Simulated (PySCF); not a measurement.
Consider H9NOSi3 (SMILES [SiH3]N[SiH2]O[SiH3]).

```xyz
14

Si   -1.9379   -0.2386    0.8125
N    -1.2399    1.1237    0.0032
Si   -0.0522    1.1734   -1.2507
O     1.2461    0.3113   -0.8160
Si    2.3321   -0.2346    0.2518
H    -3.2768   -0.5138    0.2706
H    -1.0651   -1.3876    0.6038
H    -2.0500    0.1157    2.2323
H    -1.6979    2.0002    0.1893
H     0.3378    2.5724   -1.4025
H    -0.4915    0.5141   -2.4772
H     3.0757   -1.2387   -0.5058
H     1.6399   -0.8049    1.4070
H     3.1791    0.8871    0.6595
```

Geometry: GFN2-xTB.

Method: PBE0/pcSseg-1, SCF density, gas phase, non-relativistic (PySCF 2.14.0).

Predict the electron density and electron localisation function between the atoms.

Answer. Si–O (1.62 Å): the density is about 1.1 e/Å³ at the midpoint; the ELF peaks at about 0.85 between the atoms, as expected for a short, strongly polar bond.
Si–H (1.46 Å): the density is about 0.83 e/Å³ at the midpoint; the ELF climbs to about 1 towards the hydrogen, as it does in any bond to H.

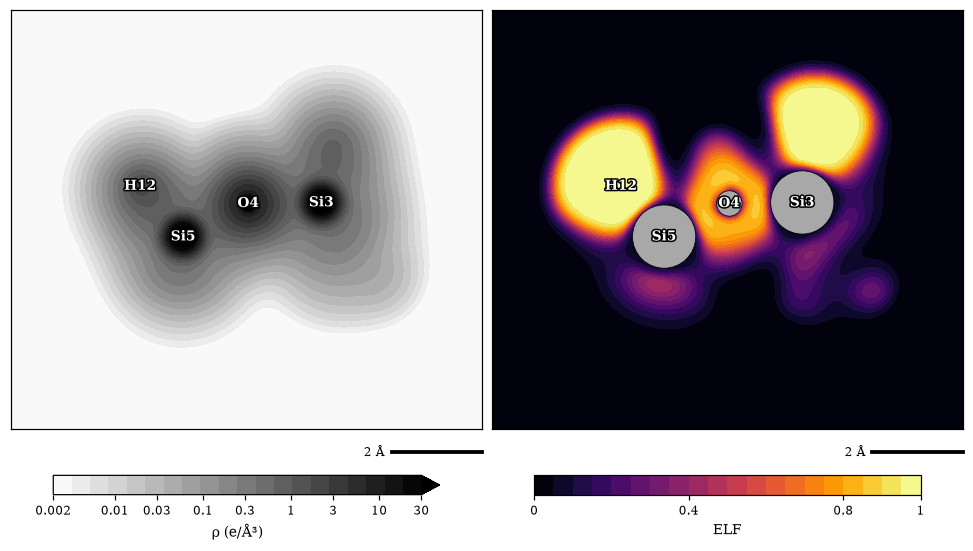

Computed electron density and electron localisation function on the plane of atoms O4, Si5 and H12, in this order. Grey discs cover the atomic cores in the ELF map. 
